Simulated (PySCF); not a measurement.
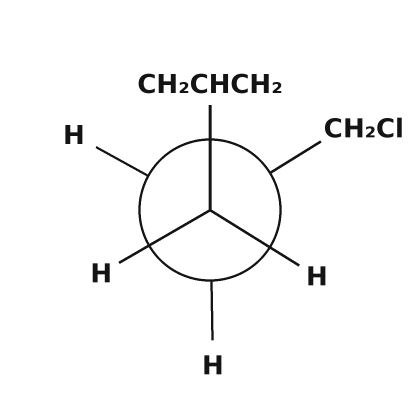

A Newman projection along the Si–Si bond, silicon in front; angles are drawn as computed, but eclipsed bonds slightly apart. The geometry was computed by an optimisation with PBE0-D3(BJ)/def2-SVP. No frequency run is at hand to confirm it as a minimum.

Question: Which molecule is it?

Answer: C4H11ClSi2, C=CC[SiH2][SiH2]CCl

Question: What is the torsion angle from the front CH2CHCH2 to the back CH2Cl? The sign is positive where the front bond must turn clockwise to cover the back bond.

Answer: 58°, synclinal (gauche). The conformation about this bond is staggered.
